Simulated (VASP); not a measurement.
Band structure of BaHfO3 (cubic perovskite). Computed with PW91 GGA, VASP's PBE PAW potentials (set 64) (plane waves; VASP).

Unless said otherwise, spin-orbit coupling is left out, though it shifts the bands of the heavy elements here.

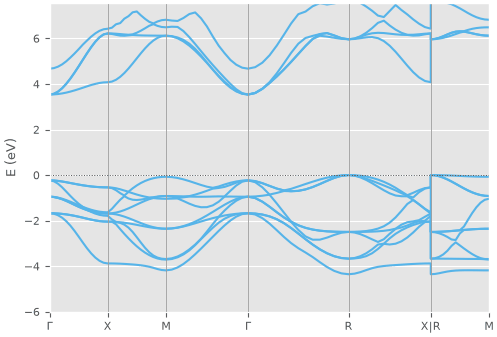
Bands along high-symmetry lines, zero at the valence-band maximum or, without a gap, the Fermi level

Read the plot: is there a gap, and where are the band edges?

The gap is indirect, 3.54 eV, from the valence maximum at R to the conduction minimum at Γ. (Edges off the drawn lines would not show.)

The compound is BaHfO3 in the cubic perovskite structure. It was relaxed first.
